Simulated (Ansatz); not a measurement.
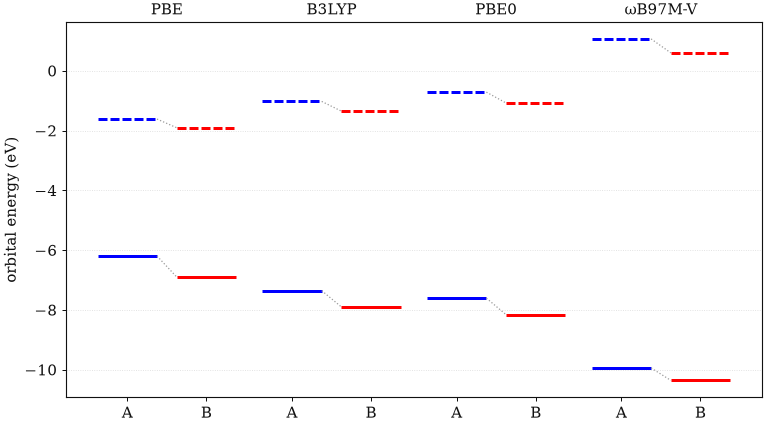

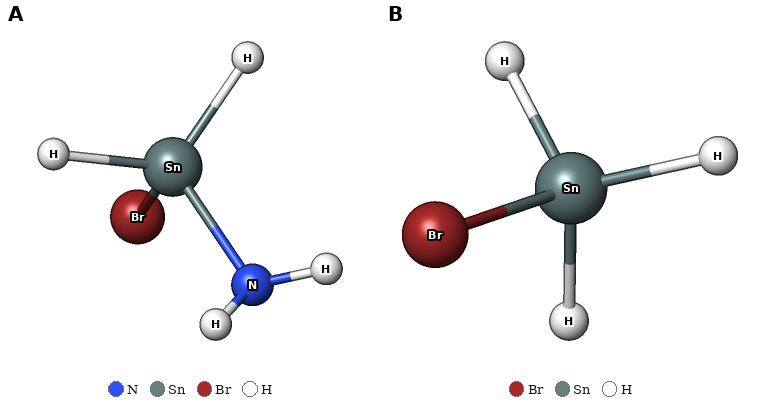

One change: A, SnNH₄Br (SMILES [NH2][SnH2][Br]), becomes B, SnH₃Br (SMILES [Br][SnH3]). NH₂ on Sn is replaced by H. HOMO (solid) and LUMO (dashed) computed in def2-TZVPP at PBE0-D4/def2-TZVP geometries, both minima by their frequencies, gas phase, the Ansatz code 0.2.0. Empty levels above zero depend strongly on the basis.

Question: What does the change do to HOMO and LUMO?

Answer: PBE: the HOMO falls by 0.70 eV, the LUMO falls by 0.29 eV, and the separation goes from 4.58 to 4.99 eV. B3LYP: the HOMO falls by 0.55 eV, the LUMO falls by 0.33 eV, and the separation goes from 6.33 to 6.55 eV. PBE0: the HOMO falls by 0.56 eV, the LUMO falls by 0.37 eV, and the separation goes from 6.89 to 7.08 eV. ωB97M-V: the HOMO falls by 0.42 eV, the LUMO falls by 0.47 eV, and the separation goes from 11.01 to 10.96 eV.

Question: Do the functionals agree on the effect?

Answer: They agree on the direction for both levels; the HOMO shift lies between −0.70 and −0.42 eV and the LUMO shift between −0.47 and −0.29 eV, while the separations themselves differ by up to 6.4 eV between functionals.

Caveats: core potentials past krypton; spin-orbit coupling is left out, and with Sn it can shift these values.
